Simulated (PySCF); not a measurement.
```yaml
atoms:
  - { symbol: N, position_ang: [2.2188, -0.6246, 0.4342] }
  - { symbol: Si, position_ang: [0.9581, 0.2249, -0.3925] }
  - { symbol: C, position_ang: [-0.1906, 1.3963, 0.5038] }
  - { symbol: C, position_ang: [-1.4890, 0.9055, 0.4736] }
  - { symbol: C, position_ang: [-1.6895, -0.2944, -0.1606] }
  - { symbol: C, position_ang: [-0.4964, -0.9672, -0.7373] }
  - { symbol: H, position_ang: [1.9773, -1.2011, 1.2253] }
  - { symbol: H, position_ang: [3.0747, -0.1306, 0.6262] }
  - { symbol: H, position_ang: [1.6076, 0.7747, -1.5858] }
  - { symbol: H, position_ang: [0.0281, 2.3351, 0.9856] }
  - { symbol: H, position_ang: [-2.3133, 1.4391, 0.9285] }
  - { symbol: H, position_ang: [-2.6653, -0.7492, -0.2445] }
  - { symbol: H, position_ang: [-0.3637, -1.9498, -0.2794] }
  - { symbol: H, position_ang: [-0.6574, -1.1594, -1.7992] }
```

Geometry: GFN2-xTB.

Computed with UKS B3LYP, pcH-1 on C H N Si, non-relativistic, mean-field spin-orbit, GIAO in PySCF 2.14.0, density-fitted response routines.

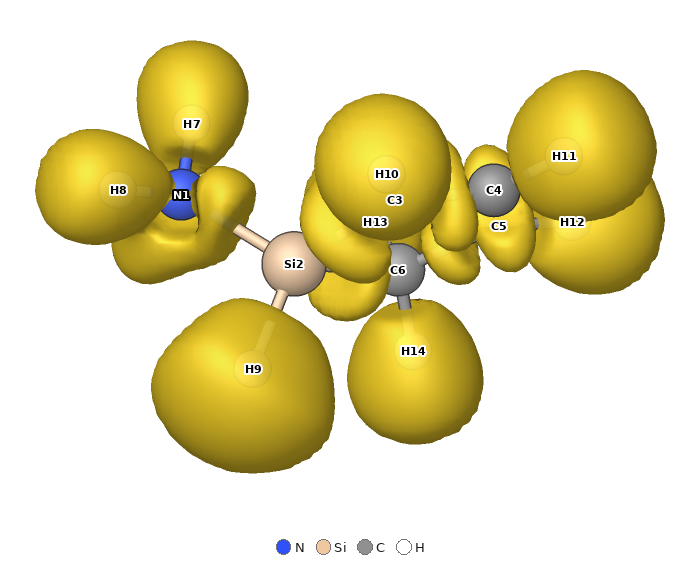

C₄H₈NSi (doublet). Isosurface of the ELF at 0.8 (yellow), seen from one side. Core shells and regions of very low density are left out.

### Describe the localisation domains.

At this value the surface marks out three regions between bonded C–C atoms (shared pairs), two regions between bonded C–Si atoms (shared pairs), six regions around hydrogen nuclei and one joined region spread over several atoms (H, N), in which their bonds and any lone pairs are merged.

Values along the shortest contacts:
C–C (1.37 Å): the ELF peaks at about 0.95 between the atoms, as expected for a covalent bond. Si–N (1.73 Å): the ELF peaks at about 0.90 between the atoms, as expected for a polar covalent bond.
